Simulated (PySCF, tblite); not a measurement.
# C₆H₉Al: geometry, infrared bands and NMR shifts

Wanted: the infrared bands and NMR shifts of C₆H₉Al (`C#C[C@H]1C[CH2][AlH][CH2]1`), by calculation.

The runs use tblite 0.8.0 and PySCF 2.14.0, with density-fitted response routines of our own; the level of theory stands in each step. All values are computed, except where a source is named. Atoms count from 0, in the outputs and in this text.

### 1 The molecule as given

16 atoms, charge 0, multiplicity 1; geometry from: force field or distance geometry start.

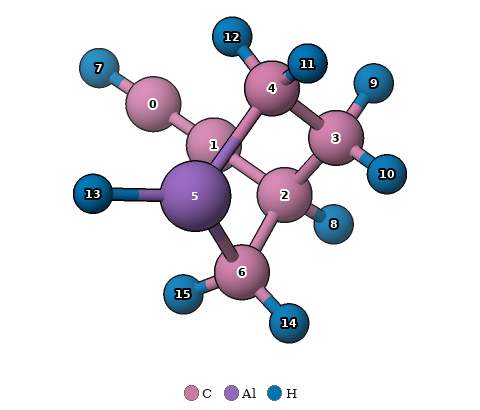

As it starts; carbon pink, aluminium purple, hydrogen blue, atoms numbered.

### 2 Relaxing the molecule with GFN2-xTB

Job settings and geometry (Å):

```
{"job": {"kind": "relax", "xc": "GFN2-xTB", "basis": "xTB"}, "charge": 0, "multiplicity": 1}
C      2.256300    -0.637200     1.102300
C      1.462700    -0.377500     0.200500
C      0.545600    -0.059200    -0.868400
C     -0.703400    -0.846400    -0.779900
C     -1.299600    -0.735300     0.625500
Al    -1.086400     1.256900     0.784700
C      0.190100     1.427400    -0.775700
H      2.936300    -0.850000     1.911900
H      0.985300    -0.248600    -1.873900
H     -0.516900    -1.939800    -0.927600
H     -1.494100    -0.565900    -1.514900
H     -2.375100    -1.023000     0.636900
H     -0.706700    -1.248300     1.384000
H     -1.010200     2.095800     2.157400
H     -0.284500     1.826900    -1.664200
H      1.093200     1.933300    -0.410100
```

Started as:

```sh
OMP_NUM_THREADS=1 python probes_run.py task.json out
```

This one command runs all jobs of the session in turn.

**Question.** This job is followed by: GFN2-xTB harmonic vibrations, gas phase; GIAO PBE0/pcSseg-1 NMR shielding, non-relativistic, gas phase. What will the session give for the following? strongest single infrared mode (GFN2-xTB); zero-point energy (GFN2-xTB); ¹³C shifts against TMS (PBE0/pcSseg-1); ¹H shifts against TMS (PBE0/pcSseg-1); ²⁷Al shifts against AlH4- (PBE0/pcSseg-1).

**Answer**, as computed:

| quantity | value |
| --- | --- |
| strongest single infrared mode (GFN2-xTB) | 1837 cm⁻¹, 547 km/mol |
| zero-point energy (GFN2-xTB) | 76.2 kcal/mol |
| ¹³C shifts against TMS (PBE0/pcSseg-1) | 98.6, 86.1, 33.3, 31.7, 19.7, 5.2 ppm |
| ¹H shifts against TMS (PBE0/pcSseg-1) | 5.39, 3.30, 2.35, 2.14, 1.45, 1.02, 0.88, 0.67, 0.37 ppm |
| ²⁷Al shifts against AlH4- (PBE0/pcSseg-1) | 174.0 ppm |

The optimisation took 99 steps and gained 0.702 eV; among the close pairs (by a distance rule), Al5–H13 changed most, from 1.611 to 1.536 Å. No mode is imaginary among the 42: a minimum at this level. The strongest single mode, at 1837 cm⁻¹, moves mainly H13. Unscaled tight-binding wavenumbers are off by several per cent, some by more. Its intensities can rank the bands wrongly. At PBE0/pcSseg-1: The largest span, 318 ppm, is at C1, where the paramagnetic term is -179 ppm.
